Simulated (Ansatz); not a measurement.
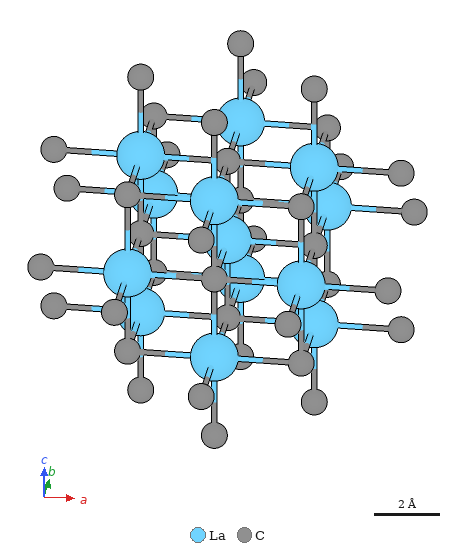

This is a crystal of LaC (built on the rocksalt type). A ball-and-stick model of the conventional cell (4 times the calculation's cell), seen from a free direction. Lengths and directions refer to the drawn axes.

These are results of Ansatz 0.2.0, DFT r2SCAN, scalar-relativistic, plane waves, PAW, not measurements. (plane-wave cutoff 500 eV; k-point mesh 12 × 12 × 12; occupations gaussian; smearing width 0.05 eV; no spin polarisation)

Now this is done to it. The cell is strained by +1.0 % along c and none across it (volume +1.0 %), the atoms keeping their fractional coordinates. No relaxation follows.

The input:
```yaml
crystal:
  lattice:
    - [0.0, 2.7220337006, 2.7492540376]
    - [2.7220337006, 0.0, 2.7492540376]
    - [2.7220337006, 2.7220337006, 0.0]
  atoms:
    - { symbol: La, position: [0.5, 0.5, 0.5] }
    - { symbol: C, position: [0.0, 0.0, 0.0] }
basis:
  ecutwfc: 500
  ecutrho_ratio: 4
kpoints:
  mp_grid: { grid: [12, 12, 12] }
hamiltonian:
  xc: r2scan
scf:
  occupations: { method: gaussian, width: 0.05 }
output:
  forces: true
  stress: true
  eigenvalues: true
```

Command:
```bash
ansatz run input.yaml --threads 2 --pin off --max-ram 2662MiB --backend cpu --events-out ev --progress --plain --runs-dir out
```

> What does the calculation give for the changed structure?

The energy changes by less than 1 meV per atom. The pressure goes from 0.0 to −0.9 GPa. The principal stresses (compression positive) are −0.2 GPa along c and −1.2 GPa across it. All forces vanish by symmetry. Among the bonded contacts that change: C–La 2.722 → 2.722 to 2.749 Å. The space group (tolerance 0.01 Å) goes from Fm-3m (No. 225) to I4/mmm (No. 139).
